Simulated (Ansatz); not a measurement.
The structure below was relaxed with LDA (Ansatz, a first-principles code; PAW; 420 eV plane waves; spin-orbit coupling left out), at pressure 1.5 GPa.

```xyz
10
Lattice="0.0000 5.4236 5.4236 5.4236 0.0000 5.4236 5.4236 5.4236 0.0000" Properties=species:S:1:pos:R:3 pbc="T T T"
Bi     0.0000     0.0000     0.0000
Ag     5.4236     5.4236     5.4236
Cs     2.7118     2.7118     2.7118
Cs     8.1354     8.1354     8.1354
Br     5.4236     2.7784     5.4236
Br     8.0687     5.4236     5.4236
Br     5.4236     8.0687     5.4236
Br     2.7784     5.4236     5.4236
Br     5.4236     5.4236     2.7784
Br     5.4236     5.4236     8.0687
```

Find the space group and the Wyckoff positions.

Space group Fm-3m (No. 225); a = 10.847 Å, b = 10.847 Å, c = 10.847 Å, α = 90.00°, β = 90.00°, γ = 90.00°

```tsv
atom	site	symmetry	x	y	z
Bi	4a	m-3m	0.0000	0.0000	0.0000
Ag	4b	m-3m	0.5000	0.5000	0.5000
Cs	8c	-43m	0.2500	0.2500	0.2500
Br	24e	4m.m	0.0000	0.0000	0.2561
```

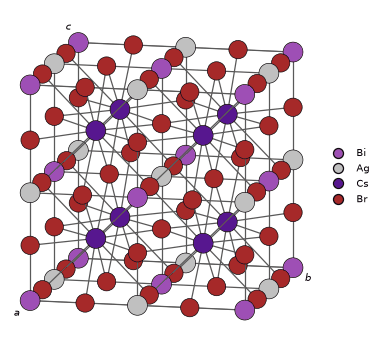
Figure: The conventional cell

Load acts through the strain it causes; cell and atoms are relaxed under it. No phonon test of stability was made. The cell was made from Cs₂AgBiBr₆ (space group Fm-3m, No. 225) by this change: pressure 1.5 GPa.
